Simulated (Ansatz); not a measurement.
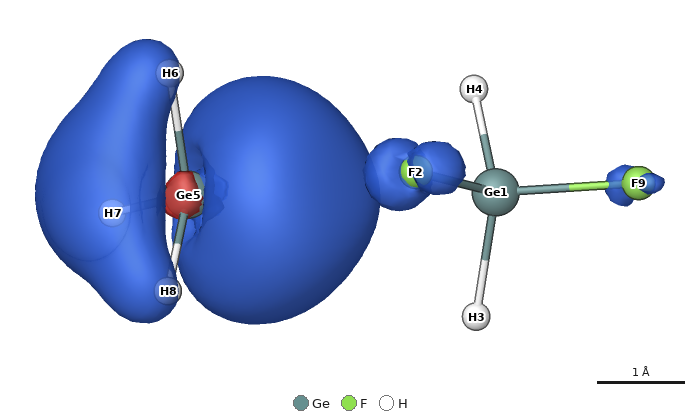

Figure 1: F2GeH2···GeH3 (doublet). Isosurfaces of the spin density (α minus β) at +0.015 (blue) and −0.015 e/Å³ (red), seen at a tilt.

All numbers below come from UKS PBE/def2-SVP in Ansatz 0.2.0.

```xyz
9

Ge    0.1658    0.3777    1.0171
F     0.0375   -1.2959    1.5470
H     1.1769    0.4479   -0.1454
H    -1.2566    0.9521    0.8555
Ge   -1.2654   -2.0729   -1.1561
H    -2.3911   -2.5370   -0.1945
H    -1.8124   -1.8232   -2.5933
H    -0.0731   -3.0664   -1.1673
F     0.8967    1.1815    2.3906
```

### Describe the spin distribution.

The unpaired spin (1 electron) lies mostly on Ge5 (about 0.7), in electrons by Hirshfeld's partition.
